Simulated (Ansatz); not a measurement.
Base system: TlBr in the CsCl type structure (space group Pm-3m, No. 221; a = 3.840 Å).

Now apply this change: every lattice vector is stretched by 1.50 %; the atoms relax in the strained cell.

Level of theory: LDA (Ansatz, a quantum-chemistry and plane-wave program, PAW, no spin-orbit coupling).

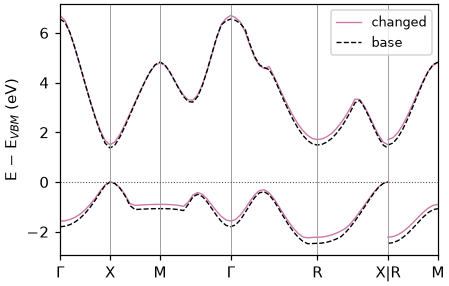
Figure. Highest valence and lowest conduction band along the path, each from its own valence-band maximum

The gap is 1.50 eV, direct at X; the base has 1.37 eV.

With Tl present, leaving out spin-orbit coupling can change the band edges. Whether these cells are dynamically stable was not tested.
